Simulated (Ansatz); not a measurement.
One crystal and one scan (frozen-phonon scan) at two levels, PBE (plane waves to 420 eV, PAW, scalar-relativistic; Ansatz, an electronic-structure program) and r2SCAN (plane waves to 500 eV, PAW, scalar-relativistic; Ansatz), each from its own relaxed cell and on its own mesh. The cell shown is that of PBE.

Relaxed BP (zinc blende):

```xyz
2
Lattice="0.0000 2.2742 2.2742 2.2742 0.0000 2.2742 2.2742 2.2742 0.0000" Properties=species:S:1:pos:R:3 pbc="T T T"
P      3.4114     3.4114     3.4114
B      0.0000     0.0000     0.0000
```

A phonon eigenvector at Γ is frozen into this cell: atom i moves by Q times the vector below, so Q is the largest atomic displacement, in Å. The cell is held. It is one choice among 3 degenerate patterns.

```
atom      x      y       z
----  -----  -----  ------
P1    0.000  0.000   0.349
B2    0.000  0.000  -1.000
```

BP was relaxed with its symmetry unable to fall. As the smearing reaches across the gap at some points, energies and forces of such displacements shift with the k mesh and the smearing. Percentages come from the unrounded values.

```tsv
quantity	PBE	r2SCAN	PBE − r2SCAN
Lattice constant a (Å)	4.548	4.537	+0.011 (+0.3 %)
Harmonic wavenumber from the curvature (finite differences) (cm⁻¹ (negative: imaginary))	800	819	-19 (-2.3 %)
```

PBE gives the higher value for: lattice constant a. PBE gives the lower value for: harmonic wavenumber from the curvature. Both give the same shape of the curve: a single well with its minimum at or next to zero displacement. Neither level is exact: the differences show how much the result hangs on the functional.

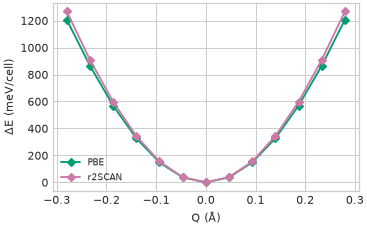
ΔE, each from the undisplaced structure of its own level.

(For displaced atoms, the force is minus the slope of the energy, and its curvature is a force constant, which sets phonon frequencies.)
